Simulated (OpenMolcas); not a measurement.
## Run report: MoO₃, single-point calculation (part 1 of 2)

The run: single-point calculation of MoO₃. Method and program: M06-L/def2-SVPD, RKS (OpenMolcas 26.06).

A bond length was changed on purpose from its optimised value. The run did not end well.

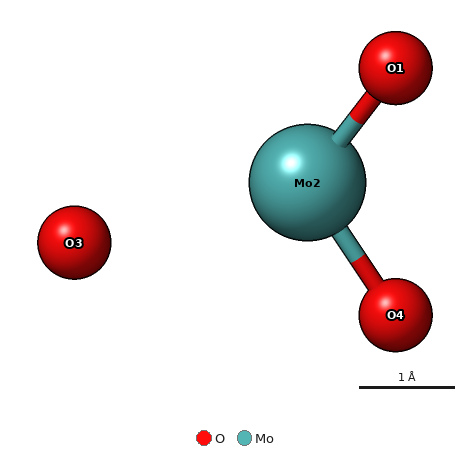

**Figure 1.** The input geometry (ball-and-stick view, seen at a tilt; atoms are numbered from 1 in the order of the input). Sticks mark near contacts. Bond lengths as drawn: Mo–O 1.69 Å.

## Input file
```
>>> EXPORT MOLCAS_PRINT=2

&GATEWAY
  BasLib=$CurrDir
  Coord
  4
  angstrom
  O       -2.284080       0.067080       1.031220
  Mo      -1.454180      -0.119620      -0.431580
  O        1.507000      -0.607600       0.088800
  O       -1.661280       1.250480      -1.402680
  Basis=def2-SVPD
  Group=NoSym

&SEWARD
  GridInput
  Grid=UltraFine
  End of Grid

&SCF
  KSDFT=M06L
  Thresholds=1e-10 1e-07 1e-07 1e-05
  PrOrbitals=1 2
```

Run on 1 thread of Intel Xeon @ 2.50GHz (Skylake/Cascade Lake), 16 GiB of memory available, shared host.

Run as:
```bash
export MOLCAS_MEM=1860
pymolcas run.input > run.log
```

## What the program printed
```
--- Start Module: gateway ---

                                              &GATEWAY

                       available to each process: 1.9 GB of memory, 1 thread

 Basis Set     1 Label: O.DEF2-SVPD
 Basis set is read from library:.
 basistype.tbl is not found

 Basis Set     2 Label: MO.DEF2-SVPD
 Basis set is read from library:.
 basistype.tbl is not found

 Basis Set     3 Label: O.DEF2-SVPD
 Basis set is read from library:.
 basistype.tbl is not found

++    Symmetry information:
      ---------------------

                    Character Table for C1

                             E
                    a        1  x, y, xy, Rz, z, xz, Ry, yz, Rx, I
--

++    Basis set information:
      ----------------------

      Basis set label: O.DEF2-SVPD.........

      Electronic valence basis set:
      ------------------
      Associated Effective Charge   8.000000 au
      Associated Actual Charge      8.000000 au
      Nuclear Model: Point charge

      Shell  nPrim  nBasis  Cartesian Spherical Contaminant
         s       8       4        X
         p       5       3        X
         d       2       2                 X

      Basis set label: MO.DEF2-SVPD....ECP.....

      Electronic valence basis set:
      ------------------
      Associated Effective Charge  14.000000 au
      Associated Actual Charge     42.000000 au
      Nuclear Model: Point charge

      Shell  nPrim  nBasis  Cartesian Spherical Contaminant
         s       7       5        X
         p       7       4        X
         d       5       2                 X
         f       1       1                 X

      Pseudo Potential specification:
      =======================================

      Number of Core Electrons:  28

      Potential  nTerms
           H       2
         s-H       4
         p-H       4
         d-H       4

      Effective Core Potential specification:
      =======================================

      Basis set label: O.DEF2-SVPD.........

      Electronic valence basis set:
      ------------------
      Associated Effective Charge   8.000000 au
      Associated Actual Charge      8.000000 au
      Nuclear Model: Point charge

      Shell  nPrim  nBasis  Cartesian Spherical Contaminant
         s       8       4        X
         p       5       3        X
         d       2       2                 X
--

++    Molecular structure info:
      -------------------------

                    ************************************************
                    **** Cartesian Coordinates / bohr, angstrom ****
                    ************************************************

     Center  Label                x              y              z                     x              y              z
        1      O1              -4.316286       0.126763       1.948723             -2.284080       0.067080       1.031220
        2      MO2             -2.748002      -0.226049      -0.815568             -1.454180      -0.119620      -0.431580
        3      O3               2.847817      -1.148198       0.167808              1.507000      -0.607600       0.088800
        4      O4              -3.139364       2.363065      -2.650681             -1.661280       1.250480      -1.402680

                    ***************************************
                    *    InterNuclear Distances / bohr    *
                    ***************************************

               1 O1            2 MO2           3 O3            4 O4
    1 O1       0.000000
    2 MO2      3.197702        0.000000
    3 O3       7.491432        5.755917        0.000000
    4 O4       5.247924        3.197548        7.491274        0.000000

                    *******************************************
                    *    InterNuclear Distances / angstrom    *
                    *******************************************

               1 O1            2 MO2           3 O3            4 O4
    1 O1       0.000000
    2 MO2      1.692151        0.000000
    3 O3       3.964295        3.045900        0.000000
    4 O4       2.777082        1.692070        3.964211        0.000000
--

            Nuclear Potential Energy            118.79189360 au

--- Stop Module: gateway /rc=_RC_ALL_IS_WELL_ ---

--- Start Module: seward ---

                                              &SEWARD

                       available to each process: 1.9 GB of memory, 1 thread

               SEWARD will generate:
                  Multipole Moment integrals up to order  2
                  Kinetic Energy integrals
                  Nuclear Attraction integrals (point charge)
                  One-Electron Hamiltonian integrals modified with ECP contributions
                  Velocity integrals
                  Pseudo Potential integrals
                  Orbital angular momentum around ( -2.3493  -0.0046  -0.6059 )
                  Velocity quadrupole around ( -2.3493  -0.0046  -0.6059 )
                  Two-Electron Repulsion integrals

                   Integrals are discarded if absolute value <: 1.00E-14
                   Integral cutoff threshold is set to       <: 1.00E-16

            Nuclear Potential Energy            118.79189360 au

      Basis set specifications :
      Symmetry species         a
      Basis functions          103

--- Stop Module: seward /rc=_RC_ALL_IS_WELL_ ---
--- Module seward spent 5 seconds ---

--- Start Module: scf ---

                                                &SCF

                       available to each process: 1.9 GB of memory, 1 thread

 ###############################################################################
 ###     Minimized-density-differences option turned off!                    ###
 ###############################################################################
++    Input section:
      --------------

      Header of the integral files:

      Cartesian coordinates in angstrom:
      -----------------------------------------------------
      No.  Label        X            Y            Z
      -----------------------------------------------------
       1   O1        -2.28408000   0.06708000   1.03122000
       2   MO2       -1.45418000  -0.11962000  -0.43158000
       3   O3         1.50700000  -0.60760000   0.08880000
       4   O4        -1.66128000   1.25048000  -1.40268000
      -----------------------------------------------------
      Nuclear repulsion energy =  118.79189360
--

++    Orbital specifications:
      -----------------------

      Symmetry species               1
                                     a
      Frozen orbitals                0
      Occupied orbitals             19
      Secondary orbitals            84
      Deleted orbitals               0
      Total number of orbitals     103
      Number of basis functions    103
--

      Molecular charge                           0.000

      Numerical integration parameters
      --------------------------------
      Radial quadrature type:                         MHL
      Size of radial grid:                            99
      Lebedev angular grid:                           41
      Angular grid pruned with the crowding factor:  1.00E+10
                                 and fading factor:  1.00E+01
      Screening threshold for integral computation:   1.00E-11
      Radial quadrature accuracy:                     1.00E-25
      Maximum batch size:                             128
      AO values are stored on disk
      The same grid will be used for all iterations.

      DFT functional specifications
      -----------------------------
      Using Libxc version: 6.2.2
      Please cite the following reference:
      S. Lehtola, C. Steigemann, M. J.T. Oliveira, and M. A.L. Marques.,  SoftwareX 7, 1–5 (2018) doi:10.1016/j.softx.2017.11.002

      * Minnesota M06-L exchange functional
      * Minnesota M06-L correlation functional
        - Y. Zhao and D. G. Truhlar.,  Theor. Chem. Acc. 120, 215 (2008) doi:10.1007/s00214-007-0310-x

++    Optimization specifications:
      ----------------------------

      SCF Algorithm: Conventional
      D(i)-D(i-1) density differences are used
      Number of density matrices in core                 5
      Maximum number of NDDO SCF iterations            400
      Maximum number of HF SCF iterations              400
      Threshold for SCF energy change             1.00E-10
      Threshold for density matrix                1.00E-07
      Threshold for Fock matrix                   1.00E-07
      Threshold for linear dependence             1.00E-09
      Threshold at which DIIS is turned on        1.50E-01
      Maximum depth in the DIIS procedure                5
      Maximum depth in the BFGS Hessian update          30
      Threshold at which QNR/C2DIIS is turned on  7.50E-02
      Threshold for Norm(delta) (QNR/C2DIIS)      1.00E-05
      All orbitals punched on: SCFORB
--

      Input vectors read from INPORB
      Orbital file label: *Guess orbitals

++ Convergence information
                                   M06L       iterations: Energy and convergence statistics
```
